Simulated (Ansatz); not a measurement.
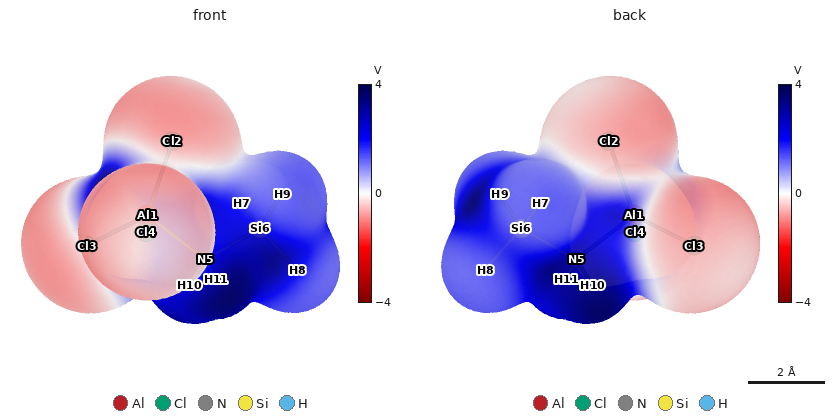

Figure 1: AlCl3H5NSi. The electrostatic potential painted on the density surface at 0.004 e/bohr³, seen from the front and from behind; the colour scale runs from red (negative) to blue (positive).

Geometry: PBE-D3(BJ)/def2-SVP.

Theory: Ansatz 0.2.0, isolated molecule in a Gaussian basis; Kohn-Sham density functional theory, functional PBE0.

```xyz
11

Al    0.4943    2.1333   -0.6887
Cl    1.0137    1.5819    1.3124
Cl    2.1037    2.1979   -2.0911
Cl   -1.0118    3.6346   -0.8856
N    -0.5098    0.5099   -1.3494
Si   -0.7169   -0.9033   -0.1893
H     0.6513   -1.3937    0.1425
H    -1.4912   -1.9515   -0.9365
H    -1.5005   -0.3967    0.9733
H    -0.0071    0.2237   -2.2066
H    -1.4240    0.8787   -1.6622
```

> Which sites attract a positive test charge, and which a negative one?

A positive charge is drawn to the negative regions and a negative charge to the positive ones. The most negative region (about −0.9 V) lies over Cl2, Cl3 and Cl4, the most positive (about +3.7 V) over Al1, H10 and H11.

> What dipole moment does the calculation give?

Its dipole moment is 6.12 D.
